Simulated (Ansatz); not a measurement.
**ScCu (Pm-3m): charge-density difference against the sublattices, by script**

Aim: a charge-density difference against the sublattices, for ScCu (Pm-3m), run from a script.

Program: the Python package of Ansatz 0.2.0. Level of theory: DFT PBEsol, plane waves, PAW. These are calculated values, not measurements.

**1. The structure**

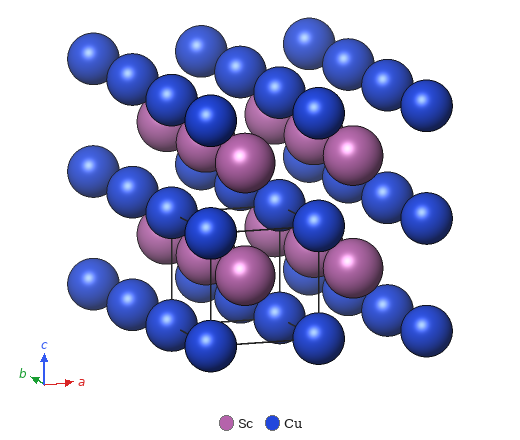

The starting structure, viewed slightly off an axis; scandium pink, copper blue. 2×3×2 cells are drawn. Atoms on cell faces are repeated.

No structure file is read: the coordinates are typed or built in the script.

**2. The script**

The input, drho.py:

```python
'''Charge transfer in ScCu from a density difference.'''

from dataclasses import dataclass

import ansatz
import numpy as np


@dataclass(frozen=True)
class Settings:
    width_ev: float = 0.05
    tolerance: float = 1e-07
    cutoff: int = 460
    kgrid: tuple[int, ...] = (7, 7, 7)


opts = Settings()

VECTORS = np.array([
    [3.256, 0.0, 0.0],
    [0.0, 3.256, 0.0],
    [0.0, 0.0, 3.256],
])
SITES = [
    ('Sc', (0.5, 0.5, 0.5)),
    ('Cu', (0.0, 0.0, 0.0)),
]


def make_crystal(cell):
    crystal = ansatz.Crystal(lattice=ansatz.Lattice.of(cell))
    for symbol, position in SITES:
        crystal = crystal.atom(symbol, position)
    return crystal

# same cell, cutoff and mesh for the crystal and its parts
def solve(crystal):
    return (
        crystal.calculation()
        .functional(ansatz.Functional.PBESOL)
        .occupations(ansatz.OccupationsMethod.FERMI_DIRAC, width=opts.width_ev)
        .scf(tolerance=opts.tolerance)
        .basis(opts.cutoff, grid_basis='typed')
        .kpoints(*opts.kgrid)
        .density()
        .run(threads=1)
    )


whole = solve(make_crystal(VECTORS))
difference = whole.density().channels[0].density_e_per_ang3.copy()
binding = whole.report['free_energy_ev']
for element in ['Sc', 'Cu']:
    part = ansatz.Crystal(lattice=ansatz.Lattice.of(VECTORS))
    for symbol, position in SITES:
        if symbol == element:
            part = part.atom(symbol, position)
    alone = solve(part)
    difference -= alone.density().channels[0].density_e_per_ang3
    binding -= alone.report['free_energy_ev']
    print(f'{element} sublattice: {alone.report["n_electrons"]:g} electrons, {alone.report["n_iterations"]} iterations')

voxel = abs(np.linalg.det(VECTORS)) / difference.size
print(f'energy of the crystal less its unpolarised sublattices: {binding / len(SITES):.4f} eV/atom')
print(f'net charge of the difference {difference.sum() * voxel:.5f} e, charge moved {0.5 * np.abs(difference).sum() * voxel:.3f} e')
print(f'extremes {difference.min():.4f} and {difference.max():.4f} e/A^3')
for (symbol, position) in SITES:
    index = tuple(int(round(p * n)) % n for p, n in zip(position, difference.shape))
    print(f'  change of the pseudo-density at the grid point nearest {symbol}: {difference[index]:+.4f} e/A^3')
profile = difference.mean(axis=(0, 1))
print('planar mean along the third vector:', np.round(profile[:: max(len(profile) // 12, 1)], 4))
```

**3. Running it**

On the command line:

```
> python drho.py
```

The log of the run:

```text
Sc sublattice: 11 electrons, 6 iterations
Cu sublattice: 19 electrons, 6 iterations
energy of the crystal less its unpolarised sublattices: -1.9826 eV/atom
net charge of the difference -0.00000 e, charge moved 0.388 e
extremes -0.7585 and 0.0353 e/A^3
  change of the pseudo-density at the grid point nearest Sc: -0.0524 e/A^3
  change of the pseudo-density at the grid point nearest Cu: -0.7585 e/A^3
planar mean along the third vector: [-0.0197 -0.0093  0.0077  0.0126  0.0087 -0.0026 -0.0145 -0.0026  0.0087
  0.0126  0.0077 -0.0093]
```

Wall time 1.6 s (1 thread of Intel Xeon 6975P-C (Granite Rapids), shared host); peak memory 0.38 GiB.

**4. The runs side by side**

From the records of these 3 runs:

```tsv
run	system	energy (eV/atom)	volume (Å³/atom)	SCF cycles	CPU time (s)
1	ScCu (2 atoms)	-4350.3249	17.26	6	0.44
2	Sc (1 atom)	-2110.3215	34.52	6	0.2
3	Cu (1 atom)	-6586.3631	34.52	6	0.29
```

Energies are free energies F = E - TS of the smeared occupations. Totals carry meaning only in balanced differences at one level of theory.

**5. Summary of results**

| quantity | value |
| --- | --- |
| charge moved | 0.388 e |
| crystal less its sublattices | -1.9826 eV/atom |
| runs compared | 3 |

What this shows: All 3 runs converged. Notes:
- No spin polarisation was allowed.
- The mesh is modest for a metal, so energies are good to some meV an atom at best, and derived values to several per cent.
- Densities and potentials on the grid are those of the valence electrons, and inside the cores they hang on the potentials used.
- The starting cell is as deposited in a crystallographic database.
- The fields are smooth valence densities, so values at the nuclei aren't all-electron ones; the sublattices are artificial, unpolarised references.
